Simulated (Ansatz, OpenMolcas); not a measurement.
**Predicting a hybrid from its neighbours: BBr2F**

The species is BBr2F (4 atoms), meant as a singlet with charge 0. As SMILES, `FB(Br)Br`. Geometry: relaxed at PBE0-D4/def2-TZVP.

The HOMO–LUMO gap y, in eV, basis cc-pVDZ; a is the functional's share of exact exchange. Programs: Ansatz 0.2.0, OpenMolcas 26.06.

| functional | program | a | y (eV) |
| --- | --- | --- | --- |
| TPSS | OpenMolcas | 0 | 5.34 |
| PBE | Ansatz | 0 | 5.11 |
| B3LYP | Ansatz | 0.2 | 6.90 |
| r2SCAN0 | Ansatz | 0.25 | ? |
| PBE0 | Ansatz | 0.25 | 7.37 |
| BHLYP | Ansatz | 0.5 | 9.61 |

Q: Fit y = c + s·a to the known rows and predict r2SCAN0.

A: 
1. Means of the 5 rows: a = 0.1900, y = 6.866.
2. Σ(Δa)² = 0.172, Σ(Δa·Δy) = 1.5048, so the slope is 1.5048/0.172 = 8.7488.
3. Intercept: 6.866 − (8.7488) × 0.1900 = 5.204. The largest residual of the fit is 0.14.
4. r2SCAN0: 5.204 + (8.7488) × 0.25 = 7.39 eV.

The run gave 7.80 eV, so the prediction is off by -0.41 eV, more than the largest residual. Exact exchange lowers occupied levels and raises empty ones. The rows mix families of semi-local functionals, which the line can't see.

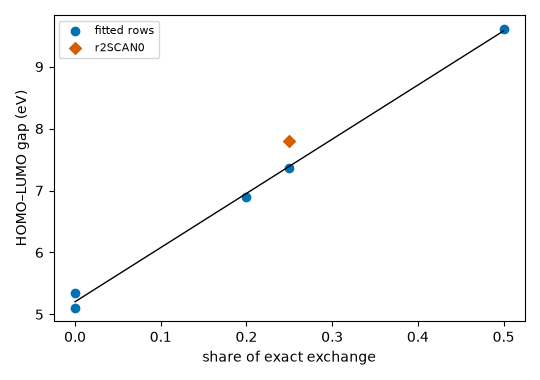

The fitted line, with the withheld row.
